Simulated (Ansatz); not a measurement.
The parent structure is InSe (space group P6_3/mmc, No. 194; a = 4.032 Å, c = 16.764 Å; layered, stacked along the Cartesian z axis).

It is then changed as follows: hole doping at 1.0×10^22 cm⁻³ (2.36 per cell), with a uniform compensating background at fixed cell and a 300 K Fermi–Dirac width.

Level of theory: Kohn–Sham DFT with the PBE-D3(BJ) functional, run in Ansatz (an electronic-structure program) with PAW and 420 eV plane waves, spin-orbit coupling left out.

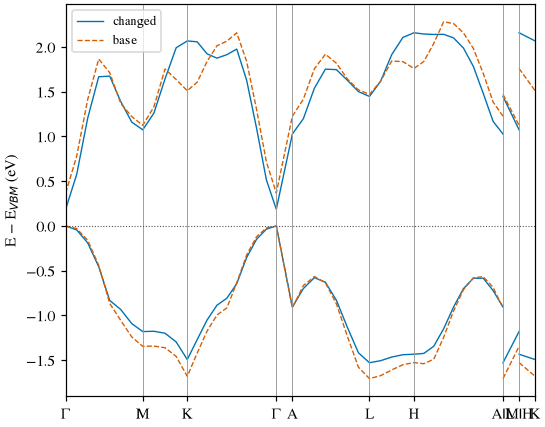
Figure. Highest valence and lowest conduction band along the path, each from its own valence-band maximum

Task: From the figure, how large is the changed gap, and is it direct?

Result: About 0.19 eV, direct at Γ.

Charged cell with a jellium background: band edges are those of the host's band count, energies are not comparable with the neutral cell, and many-body gap narrowing is missing. No phonon test of stability was made.
